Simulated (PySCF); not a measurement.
C3H10SSi, SMILES CSCC[SiH3] at its GFN2-xTB optimised geometry (Å):

```
15

C      1.6505    -0.4563    -2.7612
S      2.1734     0.3471    -1.2197
C      1.4612    -0.8023     0.0000
C     -0.0553    -0.8023     0.0000
Si    -0.7781     0.9646     0.0000
H      2.1488     0.0679    -3.5698
H      0.5734    -0.3764    -2.8773
H      1.9618    -1.4972    -2.7465
H      1.8796    -1.7924    -0.1962
H      1.8454    -0.4439     0.9550
H     -0.4226    -1.3541    -0.8673
H     -0.3964    -1.3537     0.8785
H     -0.7473     1.5304    -1.3481
H     -2.1734     0.8477     0.4333
H     -0.0173     1.7924     0.9320
```

Method: CAM-B3LYP/def2-TZVP (PySCF 2.14.0). Cells within 0.4 Å of a nucleus heavier than hydrogen are left out (blank, or x).

Map of the log10 of the electron density (e/bohr³), floored at −4 on the plane z = 0.0 Å:

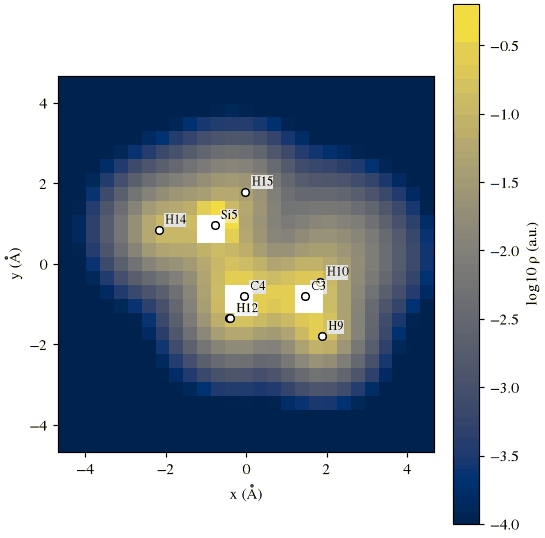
*Log10 of the electron density (e/bohr³), floored at −4 on the plane z = 0.0 Å.*
